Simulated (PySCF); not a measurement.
```xyz
18

C     2.6027    0.7513    1.6815
C     3.0418   -0.4945    1.7460
C     1.7918   -0.2710    1.0424
C     0.7412   -0.6638    0.3618
C    -0.3222    0.2649   -0.1240
C    -0.6815    0.1848   -1.6247
C    -2.1698    0.1193   -1.2553
C    -1.7830   -0.1112    0.2119
H     2.7432    1.7768    1.9253
H     3.7819   -1.1827    2.0763
H     0.6112   -1.7109    0.1229
H    -0.0874    1.2861    0.1808
H    -0.3179   -0.7318   -2.0859
H    -0.3722    1.0318   -2.2335
H    -2.7436   -0.6755   -1.7280
H    -2.6854    1.0648   -1.4127
H    -2.2792    0.5193    0.9470
H    -1.8804   -1.1515    0.5166
```

Geometry: GFN2-xTB.

The calculation used PBE0/pcSseg-1, SCF density, gas phase, non-relativistic (PySCF).

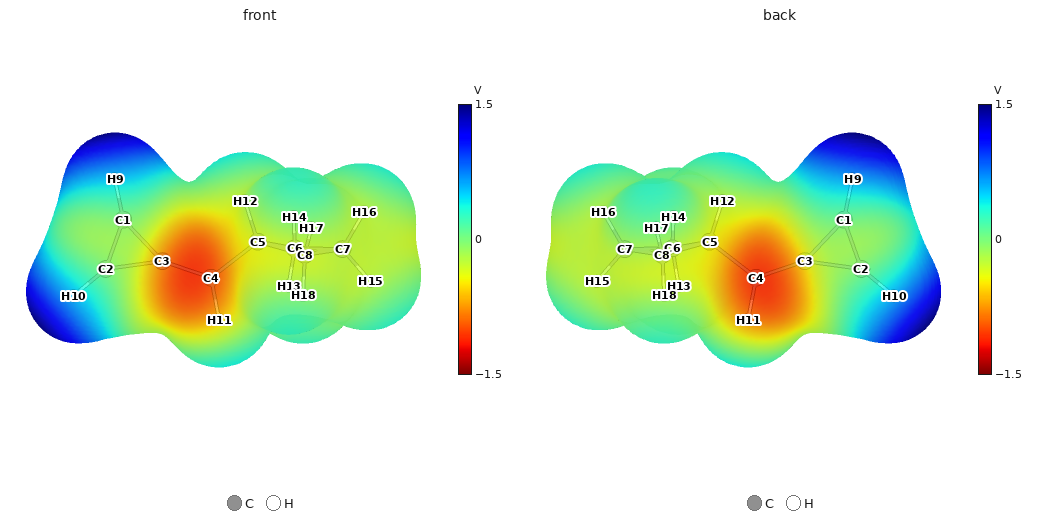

C8H10 (SMILES C1=CC1=CC1CCC1). The molecular electrostatic potential painted on the density surface at 0.002 e/bohr³, seen from the front and from behind; red is negative and blue positive.

### Which sites attract a positive test charge, and which a negative one?

A positive charge is drawn to the negative regions and a negative charge to the positive ones. The most negative region (about −1.1 V) lies over the π face of C3 and C4, the most positive (about +1.5 V) over H9 and H10.
